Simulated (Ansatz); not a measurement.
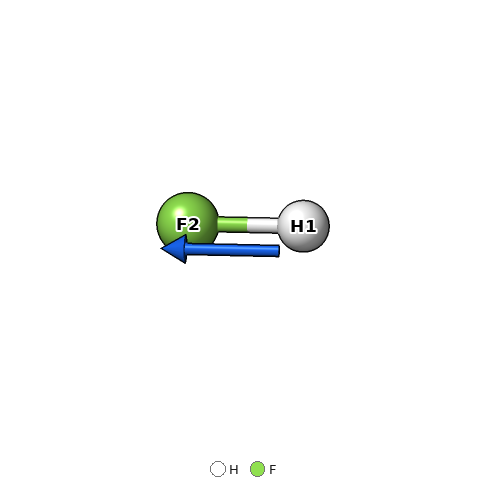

The arrows show one normal mode. Harmonic vibrations computed with RKS PBE0-D4/def2-TZVP (Ansatz 0.2.0) at a stationary point of the same level.

Q: What kind of motion is it?

A: Mostly F–H stretching.

Q: Estimate its harmonic wavenumber.

A: 4154 cm⁻¹; it is mode 1 of 1 counted from the lowest.
